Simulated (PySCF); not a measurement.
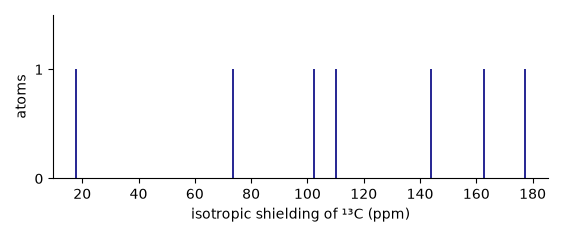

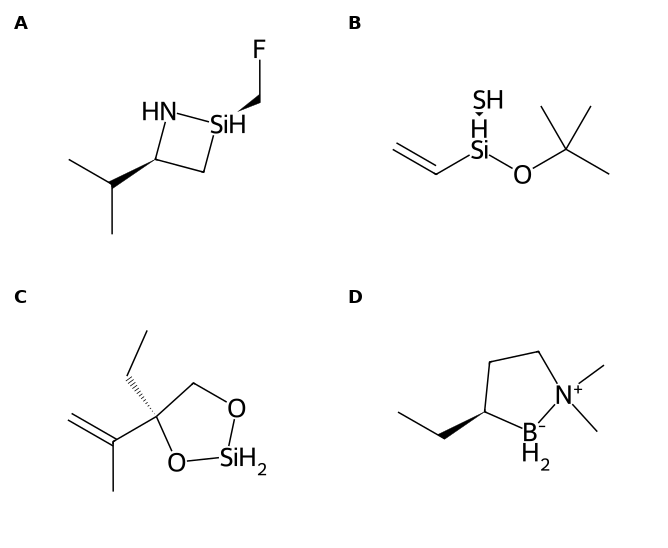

The sticks are computed shieldings of one of the molecules, for one fixed geometry (GFN2-xTB) without averaging over rotations. Low shielding means a high chemical shift. Method: GIAO PBE0/pcSseg-1 NMR shielding, non-relativistic, gas phase (PySCF 2.14.0).

Question: Match the spectrum to a structure.

Answer: C, `C=C(C)[C@@]1(CC)CO[SiH2]O1`. Its 7 C atoms give lines at 17.7, 73.5, 102.2, 110.2, 143.8, 162.8, 177.3 ppm.

The geometry is semi-empirical. Around B, Si such bond lengths and angles can be off by a tenth of an ångström or more and by several degrees, and values that hang on the shape move with them.
